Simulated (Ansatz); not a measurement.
# Σ9 (114) boundary in bcc W, starting shift (0.33, 0): structure and resistance, part 2 of 3

Aim: the relaxed structure and the specific resistance of the Σ9 (114) boundary in bcc W, starting shift (0.33, 0).

Ansatz 0.2.0; Ansatz plane-wave DFT, PBE, PAW files; relaxation of a bicrystal slab with its lowest layers held; PAW set soft_1 (the session's first sound run).

So far: The structure; Relaxing the bicrystal.

## 2. Relaxing the bicrystal (continued)

Relaxation path:

| step | energy less that of the first step (eV) | largest force component (eV/Å) |
| --- | --- | --- |
| 1 | 0.0000 | 2.5460 |
| 2 | -0.8183 | 1.1726 |
| 3 | -1.3927 | 0.6302 |
| 4 | -1.6640 | 0.5055 |
| 5 | -1.8694 | 0.2652 |
| 6 | -2.0047 | 0.1674 |
| 7 | -2.0703 | 0.1218 |
| 8 | -2.0917 | 0.1305 |
| 9 | -2.0970 | 0.0928 |
| 10 | -2.0979 | 0.0424 |
| 11 | -2.0987 | 0.0152 |

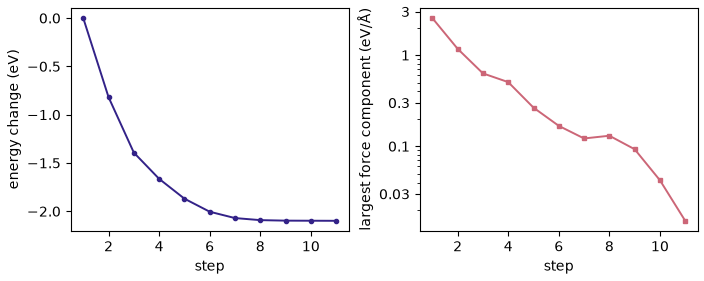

Energy and largest force along the relaxation.

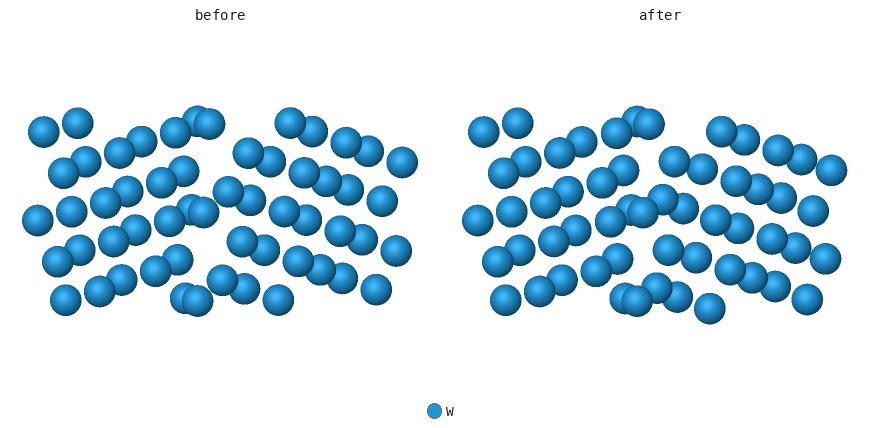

The structure before and after the relaxation, drawn at the same scale.

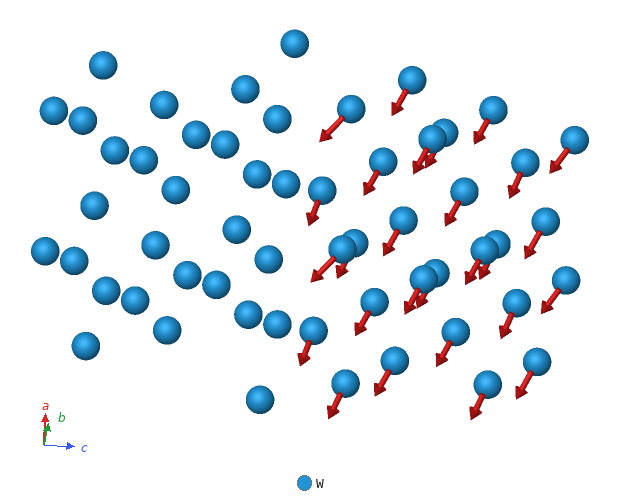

Displacements in the relaxation, exaggerated; the longest in the cell stands for 1.08 Å. 2×1×1 cells are drawn. Some periodic images of atoms are drawn too.

The atoms that moved most (Å):

| atom | dx | dy | dz | length |
| --- | --- | --- | --- | --- |
| W14 | -0.736 | -0.470 | -0.639 | 1.082 |
| W24 | -0.809 | -0.437 | -0.376 | 0.993 |
| W25 | -0.712 | -0.482 | -0.467 | 0.978 |
| W17 | -0.745 | -0.466 | -0.352 | 0.947 |
| W18 | -0.730 | -0.473 | -0.326 | 0.929 |
| W19 | -0.734 | -0.471 | -0.316 | 0.928 |
| W20 | -0.714 | -0.480 | -0.329 | 0.921 |
| W21 | -0.702 | -0.486 | -0.329 | 0.915 |

The relaxed structure:

```cif
data_structure
_symmetry_space_group_name_H-M 'P 1'
_symmetry_Int_Tables_number 1
_cell_length_a 5.2482
_cell_length_b 4.4757
_cell_length_c 29.6988
_cell_angle_alpha 90.000
_cell_angle_beta 90.000
_cell_angle_gamma 64.761
_cell_volume 631.01
loop_
_atom_site_label
_atom_site_type_symbol
_atom_site_fract_x
_atom_site_fract_y
_atom_site_fract_z
_atom_site_occupancy
W1 W 0.88889 0.05556 0.16836 1
W2 W 0.44444 0.77778 0.19347 1
W3 W 0.00000 0.50000 0.21859 1
W4 W 0.55556 0.22222 0.24371 1
W5 W 0.11111 0.94444 0.26883 1
W6 W 0.66750 0.66624 0.29420 1
W7 W 0.22068 0.38963 0.31968 1
W8 W 0.77371 0.11313 0.34443 1
W9 W 0.33207 0.83392 0.37047 1
W10 W 0.88352 0.55820 0.39628 1
W11 W 0.45417 0.27287 0.41937 1
W12 W 0.99853 0.00069 0.44375 1
W13 W 0.12752 0.43617 0.49001 1
W14 W 0.56537 0.71723 0.50016 1
W15 W 0.01190 0.99397 0.53744 1
W16 W 0.46489 0.26748 0.56086 1
W17 W 0.89648 0.55166 0.58518 1
W18 W 0.34450 0.82766 0.61117 1
W19 W 0.78812 0.10581 0.63661 1
W20 W 0.23701 0.38142 0.66131 1
W21 W 0.68425 0.65777 0.68643 1
W22 W 0.12406 0.93778 0.71346 1
W23 W 0.56665 0.21640 0.73926 1
W24 W 0.99285 0.50323 0.76021 1
W25 W 0.45980 0.76987 0.78226 1
```

Numbers from this step:

```
free energy             : -259634.8463 eV
energy at zero smearing : -259634.5775 eV
Fermi energy            : 12.56 eV
```

The largest force component on a free atom ends at 0.015 eV/Å, under the tolerance of 0.03, after 11 steps.

## 3. Transmission across the boundary

This step: Ansatz plane-wave DFT, PBE, PAW files; ballistic transport by layer matching (Landauer), zero bias; boundary relaxed in a short slab, bulk layers laid on; PAW set soft_1 (Ansatz 0.2.0).

System of this step: Σ9 (114) boundary in bcc W, starting shift (0.33, 0). The cell holds 56 atoms: 56 W. Its edges and angles: a = 5.248 Å, b = 4.476 Å, c = 49.497 Å, α = 90.0°, β = 90.0°, γ = 64.8°. It derives from W. Regions: lower grain, 23 atoms (23 W); boundary, 14 atoms (14 W); upper grain, 19 atoms (19 W). Vacuum lies along c.

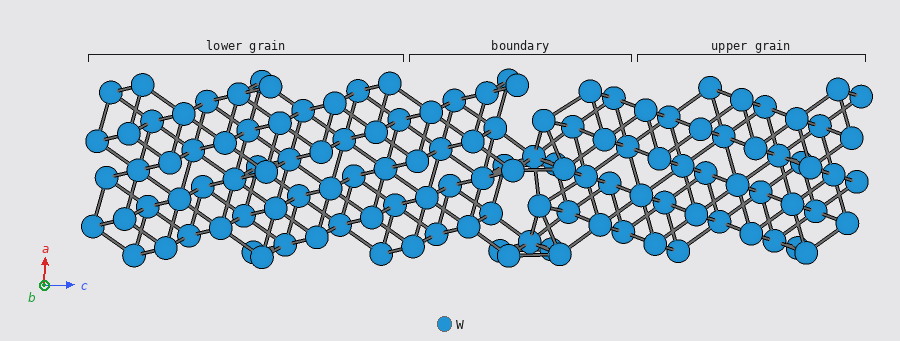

The cell of this step (tungsten blue). 2×1×1 cells are drawn. Some periodic images of atoms are drawn too.

Contents of input.yaml:

```yaml
crystal:
  lattice:
    - [5.2482270683, 0.0, 0.0]
    - [1.9084462066, 4.0484257627, 0.0]
    - [0.0, 0.0, 49.4970416962]
  atoms:
    - { symbol: W, position: [-16.6666666666, 8.3333333336, 0.0808129105] }
    - { symbol: W, position: [-16.1111111111, 8.0555555558, 0.0958835185] }
    - { symbol: W, position: [-15.5555555555, 7.777777778, 0.1109541265] }
    - { symbol: W, position: [-15.0, 7.5000000002, 0.1260247346] }
    - { symbol: W, position: [-14.4444444444, 7.2222222225, 0.1410953426] }
    - { symbol: W, position: [-13.8888888888, 6.9444444447, 0.1561659506] }
    - { symbol: W, position: [-13.3333333333, 6.6666666669, 0.1712365586] }
    - { symbol: W, position: [-12.7777777777, 6.3888888891, 0.1863071666] }
    - { symbol: W, position: [-12.2222222222, 6.1111111113, 0.2013777747] }
    - { symbol: W, position: [-11.6666666666, 5.8333333335, 0.2164483827] }
    - { symbol: W, position: [-11.1111111111, 5.5555555557, 0.2315189907] }
    - { symbol: W, position: [-10.5555555555, 5.2777777779, 0.2465895987] }
    - { symbol: W, position: [-10.0, 5.0000000002, 0.2616602068] }
    - { symbol: W, position: [-9.4444444444, 4.7222222224, 0.2767308148] }
    - { symbol: W, position: [-8.8888888889, 4.4444444446, 0.2918014228] }
    - { symbol: W, position: [-8.3333333333, 4.1666666668, 0.3068720308] }
    - { symbol: W, position: [-7.7777777778, 3.888888889, 0.3219426389] }
    - { symbol: W, position: [-7.2222222222, 3.6111111112, 0.3370132469] }
    - { symbol: W, position: [-6.6666666667, 3.3333333334, 0.3520838549] }
    - { symbol: W, position: [-6.1111111111, 3.0555555556, 0.3671544629] }
    - { symbol: W, position: [-5.5555555556, 2.7777777779, 0.3822250709] }
    - { symbol: W, position: [-5.0, 2.5000000001, 0.397295679] }
    - { symbol: W, position: [-4.4444444445, 2.2222222223, 0.412366287] }
    - { symbol: W, position: [0.1111111111, 0.9444444445, 0.427436895] }
    - { symbol: W, position: [0.6674987611, 0.6662419553, 0.4426607441] }
    - { symbol: W, position: [0.2206836961, 0.3896255279, 0.457946973] }
    - { symbol: W, position: [0.7737085322, 0.113133657, 0.472802877] }
    - { symbol: W, position: [0.3320740423, 0.8339226026, 0.4884215823] }
    - { symbol: W, position: [0.8835197929, 0.5582031831, 0.503912717] }
    - { symbol: W, position: [0.454173983, 0.2728675749, 0.517764108] }
    - { symbol: W, position: [-0.0014654174, 0.0006890413, 0.5323929783] }
    - { symbol: W, position: [0.1275176024, 0.4361665904, 0.5601471627] }
    - { symbol: W, position: [0.5653706282, 0.7172338025, 0.5662395959] }
    - { symbol: W, position: [0.0118952915, -0.0060264311, 0.5886083298] }
    - { symbol: W, position: [0.4648862294, 0.2674797713, 0.6026591953] }
    - { symbol: W, position: [0.8964782815, 0.5516607897, 0.6172499917] }
    - { symbol: W, position: [0.3444959008, 0.827660533, 0.6328455371] }
    - { symbol: W, position: [-4.2110596548, 2.1054383108, 0.6479161451] }
    - { symbol: W, position: [-4.7666152103, 2.3832160886, 0.6629867531] }
    - { symbol: W, position: [-5.3221707659, 2.6609938664, 0.6780573611] }
    - { symbol: W, position: [-5.8777263214, 2.9387716442, 0.6931279692] }
    - { symbol: W, position: [-6.433281877, 3.216549422, 0.7081985772] }
    - { symbol: W, position: [-6.9888374325, 3.4943271998, 0.7232691852] }
    - { symbol: W, position: [-7.5443929881, 3.7721049775, 0.7383397932] }
    - { symbol: W, position: [-8.0999485436, 4.0498827553, 0.7534104013] }
    - { symbol: W, position: [-8.6555040992, 4.3276605331, 0.7684810093] }
    - { symbol: W, position: [-9.2110596547, 4.6054383109, 0.7835516173] }
    - { symbol: W, position: [-9.7666152103, 4.8832160887, 0.7986222253] }
    - { symbol: W, position: [-10.3221707658, 5.1609938665, 0.8136928334] }
    - { symbol: W, position: [-10.8777263214, 5.4387716443, 0.8287634414] }
    - { symbol: W, position: [-11.4332818769, 5.7165494221, 0.8438340494] }
    - { symbol: W, position: [-11.9888374325, 5.9943271998, 0.8589046574] }
    - { symbol: W, position: [-12.5443929881, 6.2721049776, 0.8739752654] }
    - { symbol: W, position: [-13.0999485436, 6.5498827554, 0.8890458735] }
    - { symbol: W, position: [-13.6555040992, 6.8276605332, 0.9041164815] }
    - { symbol: W, position: [-14.2110596547, 7.105438311, 0.9191870895] }
kpoints:
  mp_grid: { grid: [6, 6, 1] }
hamiltonian:
  xc: pbe
  pseudopotentials: { kind: paw, azcp: { folder: soft_1 } }
scf:
  occupations: { method: fermi_dirac, width: 0.1 }
output:
  transmission:
    leads: [[12, 13], [45, 46]]
    kmesh: [16, 16]
    e_range: [-0.1, 0.1]
    de: 0.05
  write_potential: true
  write_density: true
  volumetric_format: npy
  elf: true
```

Started as:

```
$ ansatz run input.yaml --threads 4 --pin off --max-ram 15360MiB --backend cpu --events-out ev --progress --plain --runs-dir out
```

Numbers of over 12 decimals in the logs are rounded to 6 here.

Output:

```text
[...]
Crystal: 56 atoms, lattice volume = 1051.666 Å³
Basis set: ecut = 420 eV, 20629 PW (Γ)
Bands: 471, of which v1, the nominal top of the filled ones, is band 392 counted from 1 (391 counted from 0)
Symmetry: 1 space group operations
[...]
k-points: 20 of 36 (time reversal used)
[...]
SCF iter   1: F=—  HF=-581616.896822 eV  |F-HF|=—  |Δ(HF+E_count)|=         —  Δρ=6.28e-2  dr2=5.33e2  ethr=3.10e-3  ⟨swp⟩=6.2  Hψ=37920  notcnv=0
[...]
SCF iter  14: F=-581598.210558 eV  HF=-581598.210558 eV  |F-HF|=4.66e-10  |Δ(HF+E_count)|=   1.75e-9  Δρ=2.00e-7  dr2=1.38e-9  ethr=1.56e-12  ⟨swp⟩=1.1  Hψ=23930  notcnv=0
SCF 1 converged in 14 iterations: F = -581598.210558 eV  dr2 = 1.38e-9
[...]
transmission: 689 of 6890 steps passed
transmission: 1378 of 6890 steps passed
[...]
transmission: 6890 of 6890 steps passed
WARN: The input density's exchange-correlation potential varies sharply where the density is thin. Do not read a vacuum level from v_tot or v_xc, or from such a field of the output density. On a cell that repeats whose density bears no net charge and no dipole along the vacuum's axis use v_es (v_loc + v_h of the components); under efield.dipole_correction with no amplitude use v_es + v_field, which holds any external [...]
SCF converged after 14 iterations
an eigenvalue changed by more than its tolerance at an iteration that met the thresholds in force, so the SCF went on 1 time: the last check was not made
the last check of whether an eigenvalue changes by more than its tolerance under the output density was not made (no_room)
Free energy (F): -581598.210558 eV
[...]
Internal energy: -581597.235086 eV  (E = F + TS)
E sigma→0 (E₀):  -581597.722822 eV
Entropy (-TS):   -0.975472 eV (-17.419 meV/atom)
Fermi energy:    18.287577 eV
[...]
--- Band table (eV; the first three rows and the last of 20) ---
  k-point 0: bands = [... 388 lower, 17.5876, 17.6502, 17.7383, 17.8230, 17.9018, 18.0033, 18.0343, 18.2650, ... 75 higher]
  k-point 1: bands = [... 388 lower, 17.7337, 17.7623, 17.7971, 17.9005, 17.9624, 17.9919, 18.1013, 18.2252, ... 75 higher]
  k-point 2: bands = [... 388 lower, 18.0957, 18.1600, 18.2264, 18.3170, 18.3887, 18.5271, 18.6114, 18.6443, ... 75 higher]
  k-point 19: bands = [... 388 lower, 18.1120, 18.2760, 18.3444, 18.3664, 18.4026, 18.4334, 18.4685, 18.5202, ... 75 higher]
--- Transmission ---
  basis      : 185 plane waves across, 53 finite elements along
  points     : 130, standing for a mesh of 16 x 16
  energies   : 5 from -0.100000 to 0.100000 eV about the Fermi level, 0.050000 eV apart; the leads are filled to 0.000000 eV, and channels, transmission and decay are at 0.000000 eV
  crystal 0  : W3, at the sites [12, 13], period 2.2379 Å, over 18.65 Å; its Hamiltonian steps by up to 16.1 meV
    offset         : up to 0.0000 Å between an atom of the period and one for which it stands
    channels       : 2.601562e0 a spin
    conductance    : none, the energies end too early or step too widely for 300 K: set another output.transmission.e_range or a lower de, or, where they end at an eighth of basis.ecutwfc, a higher one
[...]
channels       : 2.601562e0 a spin
[...]
junction   : crystal 0 to crystal 1, 13.00 to 36.50 Å
    transmission   : 1.221378e0 a spin
[...]
```

Elapsed: 36 min, on 4 threads of Arm Neoverse V1, shared host; peak memory 11 GiB; 2.2 h of CPU time.

The column dr2 measures how far the density is from self-consistency, as an energy; F and HF (Harris–Foulkes) agree once it is small.

This step gave:

* free energy: -581598.2106 eV
* energy at zero smearing: -581597.7228 eV
* Fermi energy: 18.29 eV
* cell area: 21.25 Å²
* transmission per spin nearest the Fermi level: 1.221
* open channels per spin nearest the Fermi level: 2.602
* open channels per spin, upper lead: 2.602
* step of the lead's potential: 16.1 meV
* step of the upper lead's potential: 14.8 meV

Per spin. Table of transmission, zone mean by energy, zero at the Fermi level:

| energy (eV) | transmission, zone mean |
| --- | --- |
| -0.1000 | 1.20 |
| -0.0500 | 1.21 |
| 0.0000 | 1.22 |
| 0.0500 | 1.24 |
| 0.1000 | 1.24 |

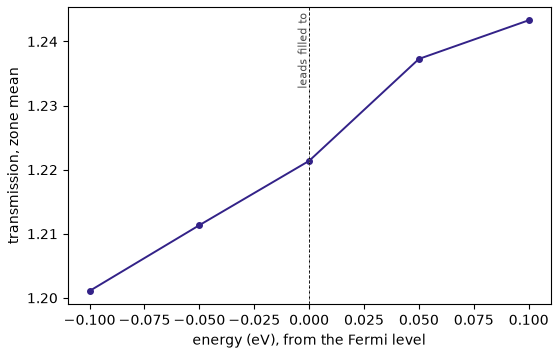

Transmission, zone mean against energy.

Per spin. Table of open channels, zone mean, lead = upper lead by energy, zero at the Fermi level:

| energy (eV) | open channels, zone mean, lead = upper lead |
| --- | --- |
| -0.1000 | 2.43 |
| -0.0500 | 2.51 |
| 0.0000 | 2.60 |
| 0.0500 | 2.74 |
| 0.1000 | 2.83 |

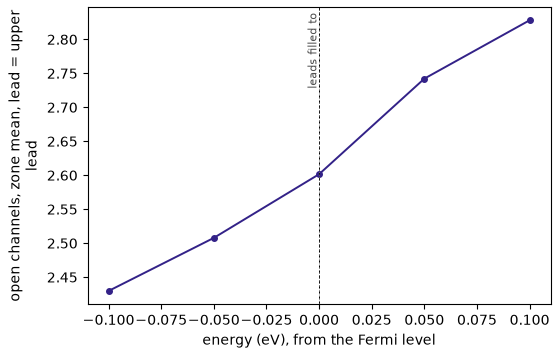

Open channels, zone mean, lead = upper lead against energy.

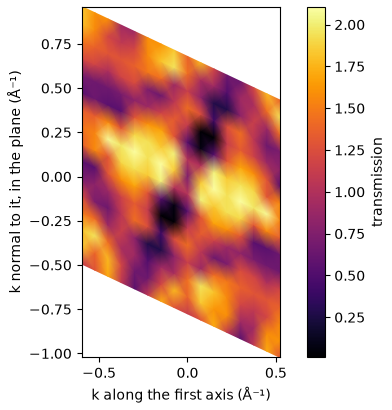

Transmission over k1 and k2. At 0.0000 eV from the Fermi level.

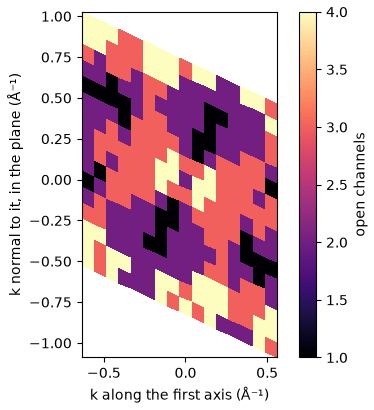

Open channels over k1 and k2. At 0.0000 eV from the Fermi level.

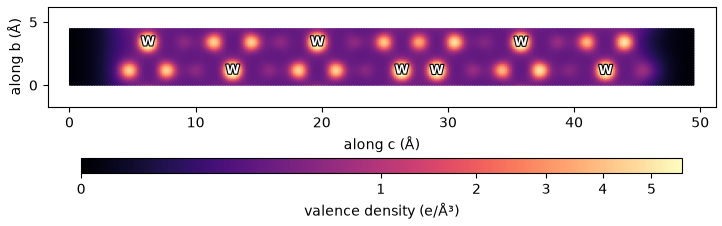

Valence density in the cb plane at fractional x = 0.000, with atoms of W within 0.2 Å of it. It is the smooth field of the valence electrons, not physical close to the nuclei. The map starts off the cell's origin, so that atoms lie inside it. The colour scale is stretched toward low values.

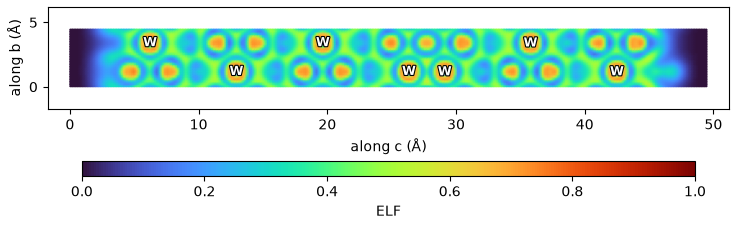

ELF in the cb plane at fractional x = 0.000, with atoms of W within 0.2 Å of it. It is the smooth field of the valence electrons, not physical close to the nuclei. The map starts off the cell's origin, so that atoms lie inside it.

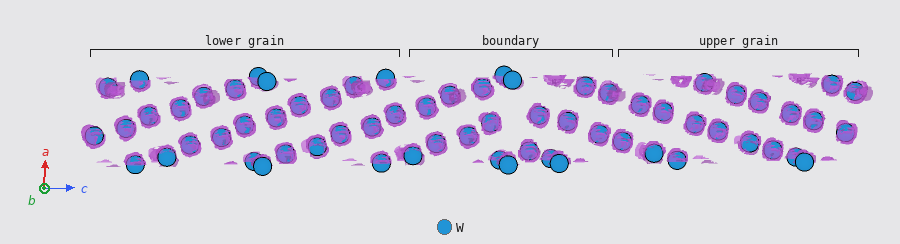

Surface of ELF = 0.67.

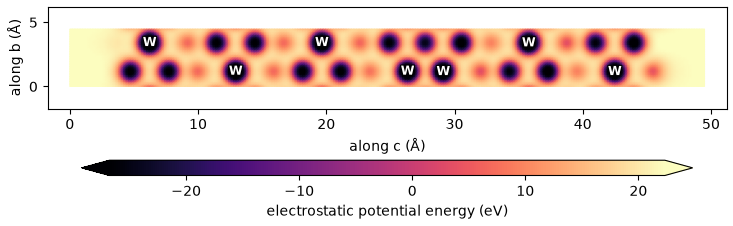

Electrostatic potential energy in the cb plane at fractional x = 0.000, with atoms of W within 0.2 Å of it. With pseudopotentials it is smooth inside the atoms' cores, unlike the true potential. The map starts off the cell's origin, so that atoms lie inside it.

Over the solved energies the transmission per spin lies between 1.20 and 1.24, out of 2.62 channels of the lead on average (up to 2.83).

## 4. Specific resistance

This step: Ansatz plane-wave DFT, PBE, PAW files; ballistic transport by layer matching (Landauer), zero bias; specific resistance of the boundary; PAW set soft_1 (Ansatz 0.2.0).

Numbers from this step:

- area resistance: 1.197 fΩ m²
- T over the leads' mean channel count: 0.4664

Averaged over the energies near the Fermi level, 46.6 % of the channels pass, which makes 1.20 fΩ m².

By hand, with T and the leads' channels N averaged over the energies near the Fermi level: RA = A (h/2e²)(1/T − ½[1/N₁ + 1/N₂]) = 21.25×10⁻²⁰ m² × 12 906 Ω × (1/1.223 − ½[1/2.622 + 1/2.622]) = 1.20 fΩ m².

(Part 2 of 3 ends here.)

[Logs are printed without paths, hosts, clocks, repeated set-up lines and the standing remarks that a program may print on its own settings, such as how far it seeks lower states.]

[Hosts, paths, dates, database ids (printed as entryN), source tags and the programs' standing remarks are cut or masked in the printed files.]
